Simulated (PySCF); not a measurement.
# H4HoO2 (Ho(H2O)23+): the cost of one run

Method: several levels, as the steps say, no spin–orbit coupling; program: PySCF 2.14.0.

2 further runs of the same task are left out: 2 for a known fault of the program.

### Step 1. Starting geometry

7 atoms, charge 3, spin multiplicity 1.

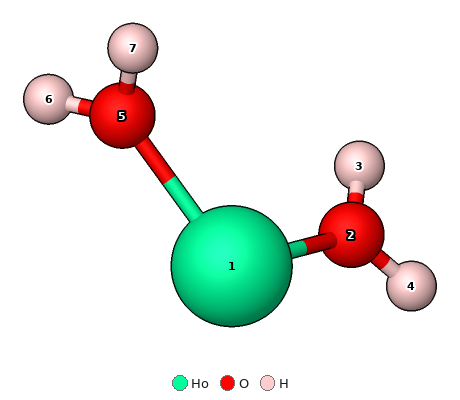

The geometry (holmium green, oxygen red, hydrogen pink); atoms are numbered from 1 in the order of the file.

As a file:

```xyz
7

Ho   -0.8711   -0.7204   -0.0238
O     0.1168    0.0493    1.7762
H     0.8884    0.6723    1.8452
H    -0.0999   -0.1396    2.7291
O     0.1779    0.1031   -1.7709
H     0.9520   -0.2756   -2.2684
H    -0.0315    0.9272   -2.2874
```

Formal oxidation states: Ho +3. Each metal's 10 4f electrons lie in its core potential, so multiplicities, spins and levels count the valence alone. An earlier session relaxed this geometry at PBE0, Ho lcecp-1-SVP with ECP56, O def2-SVP, H def2-SVP (singlet, point group C1).

At PBE0 on the finer grid: E = -189.024912 Eh, HOMO -26.81 eV, LUMO -18.75 eV, Mulliken charge on Ho1 +2.21 e, largest force component 0.007 eV/Å. 

Levels to run: BLYP; r2SCAN; M06-L; CAM-B3LYP; PBE0, TZVP. Hardware: 2 threads of Arm Neoverse V2, shared host.

### Step 2. BLYP

run.py (the lines that set the calculation) reads:

```python
mol = gto.M(atom='''
Ho    -0.87115    -0.72040    -0.02384
O      0.11679     0.04929     1.77621
H      0.88841     0.67225     1.84521
H     -0.09990    -0.13955     2.72909
O      0.17789     0.10305    -1.77086
H      0.95198    -0.27555    -2.26841
H     -0.03148     0.92718    -2.28740''',
    basis={'Ho': 'lcecp-1-SVP', 'O': 'def2-SVP', 'H': 'def2-SVP'},
    ecp={'Ho': 'lcecp-1-SVP'},
    charge=3, spin=0)
mf = dft.RKS(mol, xc='BLYP')
mf.grids.atom_grid = (75, 302)  # f atoms: unpruned, at least (60, 302)
mf = mf.density_fit()  # fitting sets: Ho AutoAux, O def2-universal-JKFIT, H def2-universal-JKFIT
mf.conv_tol = 1e-08; mf.max_cycle = 55
mf.kernel(dm0)  # dm0: the density of the relaxed state
```

Started as:

```console
> OMP_NUM_THREADS=2 python run.py
```

**Question.** How long does this run take on 2 threads of Arm Neoverse V2, shared host?

About 3.3 s.
